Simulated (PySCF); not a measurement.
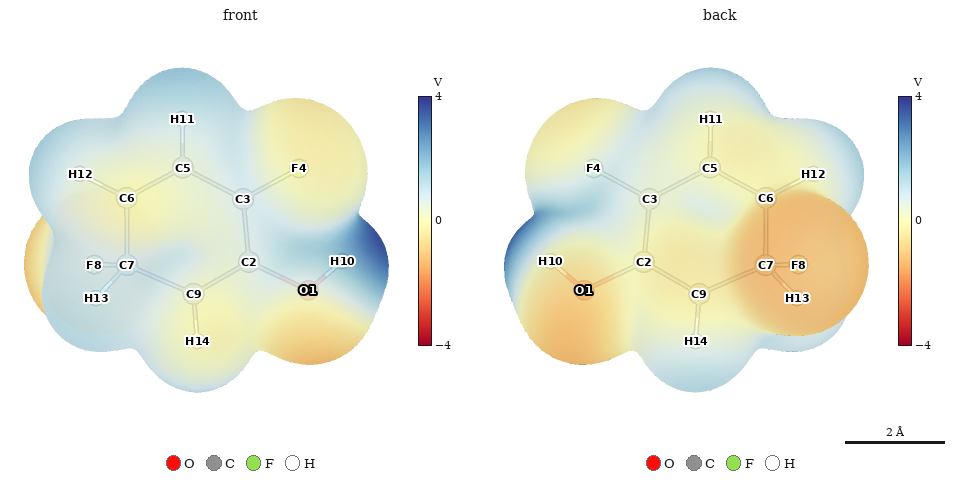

C6H5F2O (doublet). The molecular electrostatic potential painted on the density surface at 0.004 e/bohr³, seen from the front and from behind; the colour scale runs from red (negative) to blue (positive).

Geometry: GFN2-xTB.

Method: UKS B3LYP, pcH-1 on C F H O, non-relativistic, mean-field spin-orbit, GIAO in PySCF.

```xyz
14

O    -2.1941   -0.9403   -1.0111
C    -1.0512   -0.4359   -0.4922
C    -1.0887    0.6030    0.4651
F    -2.3052    1.0690    0.8402
C     0.0673    1.1285    1.0465
C     1.2874    0.6667    0.6764
C     1.4407   -0.3925   -0.3579
F     2.2122   -1.4483    0.1654
C     0.1587   -0.9248   -0.8875
H    -2.9565   -0.4913   -0.6198
H    -0.0387    1.8977    1.7953
H     2.1911    1.0308    1.1357
H     2.0733   -0.0228   -1.1891
H     0.2030   -1.7403   -1.5892
```

Question: Which sites attract a positive test charge, and which a negative one?

Answer: A positive charge is drawn to the negative regions and a negative charge to the positive ones. The most negative region (about −1.3 V) lies over F8, the most positive (about +3.5 V) over H10.
